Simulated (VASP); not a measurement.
Band structure of ZrN (rock salt). These are LDA (Ceperley-Alder, Perdew-Zunger) with spin-orbit coupling, VASP's LDA PAW potentials (set 64) (plane waves; VASP 6.6.1) values and carry that method's errors.

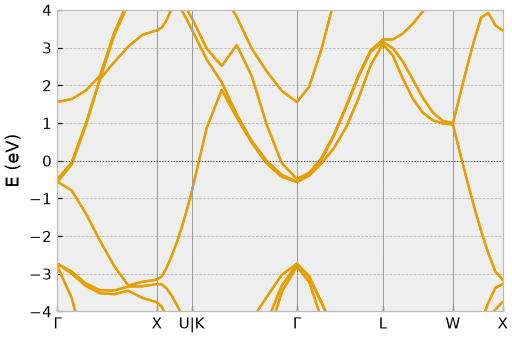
Bands along high-symmetry lines, zero at the valence-band maximum or, without a gap, the Fermi level

Read the plot: is there a gap, and where are the band edges?

It has no gap at this level: it comes out as a metal or semimetal.

The compound is ZrN in the rock salt structure. It was relaxed first.
